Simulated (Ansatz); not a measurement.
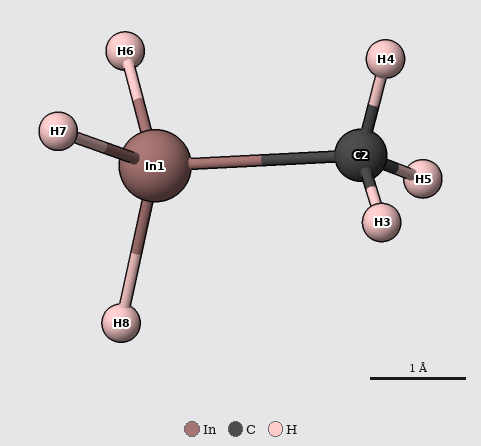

**Figure 1.** The structure (ball-and-stick view, seen at a tilt; atoms are numbered from 1 in the order of the input). Sticks mark near contacts.

**Two runs on CH6In**

System: CH6In, charge −1.
Method of run 1: RKS r2SCAN-D4/def2-TZVPD (Ansatz 0.2.0).

The geometry comes from this level: PBE-D4/def2-TZVPD. Text and figures count atoms from 1; the logs count them from 0 in places.

The input, run 1:
```yaml
crystal:
  periodic: [false, false, false]
  atoms:
    - {symbol: In, position_ang: [-0.001512, 0.003587, -1.050056]}
    - {symbol: C, position_ang: [0.001714, -0.004090, 1.196319]}
    - {symbol: H, position_ang: [-1.027334, 0.042121, 1.589701]}
    - {symbol: H, position_ang: [0.558258, 0.862485, 1.590173]}
    - {symbol: H, position_ang: [0.475906, -0.920837, 1.584326]}
    - {symbol: H, position_ang: [1.699059, -0.021142, -1.639285]}
    - {symbol: H, position_ang: [-0.829867, 1.492377, -1.630658]}
    - {symbol: H, position_ang: [-0.876214, -1.454490, -1.640520]}
basis:
  gaussian: {orbitals: def2-TZVPD, initial_orbitals: start.molden}
total_charge: -1
hamiltonian: {xc: r2scan, dispersion: d4}
scf: {omitted_lower_state_checks: [starts]}
output: {orbitals: {seedname: orbitals}}
```

Launched with:
```bash
ansatz run in.yaml --threads 4 --pin off --events-out ev --progress --plain --max-ram 3916MiB
```

Hardware: 4 threads of Arm Neoverse V2, 23 GiB of memory available, shared host.

Output (run 1):
```
Functional definition: r2SCAN
  parameter k0 = 0.174
  parameter k1 = 0.065
  parameter a1 = 4.9479
  exchange = r2scan_x(k0 = k0, k1 = k1, a1 = a1)
  correlation = r2scan_c
these checks for a lower state are left out or cut short: starts
911 factors; their error is unknown
mean field evaluation 1: about -6310.3972 eV, gradient 4.0e0 eV
mean field evaluation 2: about -6310.4228 eV, gradient 2.8e-2 eV
mean field evaluation 4: about -6310.4092 eV, gradient 9.7e-5 eV
mean field -6310.40918145 eV, -231.9032600693 hartree, gradient 2.0e-5 eV, S^2 0.000000; 0 other end points of the search recorded, 0 dependent functions left out
reference -6310.40920508 eV, -231.9032609378 hartree; 17, 17 occupied and 130, 130 virtual orbitals, 911 factors
Total energy: -6310.44610245 eV, -231.9046168912 hartree
Checks for a lower state left out: starts
```

The input of run 2 differs as follows (lines with − go, lines with + come):
```diff
-total_charge: -1
+magnetization: {spin_polarized: true, initial_magnetization: 1}
```

What does this change do to the results?

The two differ by one electron: at this geometry, removing it changes the energy by 3.82 eV. The HOMO goes from −1.16 to −6.51 eV. The LUMO goes from 3.75 to −6.35 eV.

Output (run 2):
```
Functional definition: r2SCAN
  parameter k0 = 0.174
  parameter k1 = 0.065
  parameter a1 = 4.9479
  exchange = r2scan_x(k0 = k0, k1 = k1, a1 = a1)
  correlation = r2scan_c
these checks for a lower state are left out or cut short: starts
911 factors; their error is unknown
mean field evaluation 1: about -6306.5952 eV, gradient 2.9e0 eV
mean field evaluation 2: about -6306.6224 eV, gradient 2.9e-2 eV
mean field evaluation 4: about -6306.6045 eV, gradient 1.9e-4 eV
mean field evaluation 8: about -6306.6045 eV, gradient 1.7e-5 eV
mean field -6306.60450112 eV, -231.7634406460 hartree, gradient 9.2e-6 eV, S^2 0.757292; 0 other end points of the search recorded, 0 dependent functions left out
reference -6306.60452817 eV, -231.7634416402 hartree; 17, 16 occupied and 130, 131 virtual orbitals, 911 factors
Total energy: -6306.62947428 eV, -231.7643583927 hartree
Checks for a lower state left out: starts
```

The two runs side by side:

| quantity | run 1 | run 2 |
| --- | --- | --- |
| outcome | converged | converged |
| total energy (hartree) | −231.904617 | −231.764358 |
| HOMO (eV) | −1.16 | −6.51 |
| LUMO (eV) | 3.75 | −6.35 |
| basis functions | 147 | 147 |
| ⟨S²⟩ | – | 0.757 |
| wall time (shared host) | 1.6 s | 7 s |
